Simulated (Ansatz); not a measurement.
# BH₃+ (doublet): from Hartree-Fock to the top rungs at a displaced geometry (v1), cc-pVTZ

Aim: climb from Hartree-Fock through coupled cluster and multireference methods for BH₃+ (doublet) at one geometry and basis, and see what each rung misses.

Computed with Ansatz 0.2.0, Gaussian basis. Level: cc-pVTZ, core rule «outside noble gas», up to 1 orbitals frozen.

To be run: UHF; CCSD(T) on ROHF; CCSD(T) on UHF; BCCD(T) on ROHF; CCSDT(Q) on ROHF; CCSDT(Q) on UHF; CASSCF and MRCISD+Q, 5 electrons in 7 orbitals; CASSCF and MRCISD+Q(relaxed), 5 electrons in 7 orbitals; CASSCF and NEVPT2, 5 electrons in 7 orbitals.

14 further runs of the same task are left out: 2 for a known fault of the program, 8 that didn't finish, 4 set aside as unsound or not needed.

**1. The system**

The geometry is a PBE0/def2-TZVP stationary point (not a proven minimum) with its atoms shifted at random (size 0.040 Å).

4 atoms, charge 1, spin multiplicity 2.

Atoms are counted from 1 here; the program's logs count them from 0.

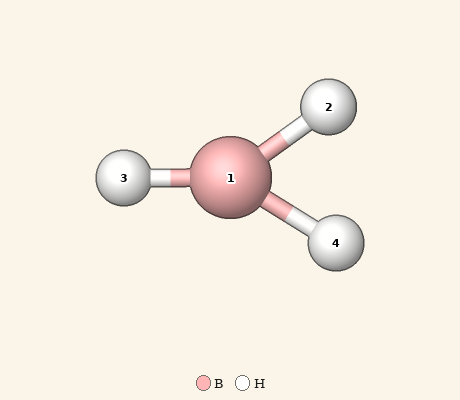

The geometry (boron pink, hydrogen white); atoms are numbered from 1 in the order of the file.

**2. UHF**

The input, in.yaml:

```yaml
crystal:
  periodic: [false, false, false]
  atoms:
    - {symbol: B, position_ang: [0.000681, -0.000538, 0.074616]}
    - {symbol: H, position_ang: [-0.000152, 0.701104, -0.991284]}
    - {symbol: H, position_ang: [0.047812, 0.042630, 1.195063]}
    - {symbol: H, position_ang: [-0.054965, -0.737968, -1.004094]}
basis:
  gaussian: {orbitals: cc-pVTZ}
total_charge: 1
magnetization: {spin_polarized: true, initial_magnetization: 1}
hamiltonian: {xc: hf}
output: {orbitals: {seedname: orbitals}}
```

Started as:

```
$ ansatz run in.yaml --threads 1 --pin off --events-out ev --progress --plain --max-ram 2393MiB
```

The runs that follow: CCSD(T) on ROHF; CCSD(T) on UHF; BCCD(T) on ROHF; CCSDT(Q) on ROHF; CCSDT(Q) on UHF; CASSCF and MRCISD+Q, 5 electrons in 7 orbitals; CASSCF and MRCISD+Q(relaxed), 5 electrons in 7 orbitals; CASSCF and NEVPT2, 5 electrons in 7 orbitals.

**Question.** What will the summary of the whole plan be? Wanted: UCCSDT(Q) below the RHF energy; RMP2 from UCCSDT(Q); UMP2 from UCCSDT(Q); RCCSD from UCCSDT(Q); RCCSD(T) from UCCSDT(Q); UCCSD(T) from UCCSDT(Q); RCCSDT(Q) from UCCSDT(Q); NEVPT2 valence from UCCSDT(Q); MRCISD+Q valence from UCCSDT(Q).

As calculated:

| quantity | value |
| --- | --- |
| UCCSDT(Q) below the RHF energy | -3.0052 eV |
| RMP2 from UCCSDT(Q) | +585.9 meV |
| UMP2 from UCCSDT(Q) | +598.7 meV |
| RCCSD from UCCSDT(Q) | +66.7 meV |
| RCCSD(T) from UCCSDT(Q) | +12.7 meV |
| UCCSD(T) from UCCSDT(Q) | +12.6 meV |
| RCCSDT(Q) from UCCSDT(Q) | +0.3 meV |
| NEVPT2 valence from UCCSDT(Q) | +424.4 meV |
| MRCISD+Q valence from UCCSDT(Q) | +12.0 meV |
| MRCISD+Q(relaxed) valence from UCCSDT(Q) | -14.9 meV |
| levels within 1 kcal/mol (43 meV) | RCCSD(T), UCCSD(T), BCCD(T), RCCSDT, UCCSDT, RCCSDT(Q), MRCISD+Q valence, MRCISD+Q(relaxed) valence |
| T1 diagnostic | 0.017 |
| effectively unpaired electrons | 1.01 |

What this shows: RCCSD(T) lands +12.7 meV from the yardstick (0.4 % of the correlation energy). One determinant dominates. Of the multireference levels listed MRCISD+Q valence comes nearest in total energy (+12.0 meV), which doesn't show that its space is the better one. These misses are within one basis, not against nature; the frozen cores of restricted and unrestricted runs differ, which can shift their rows.
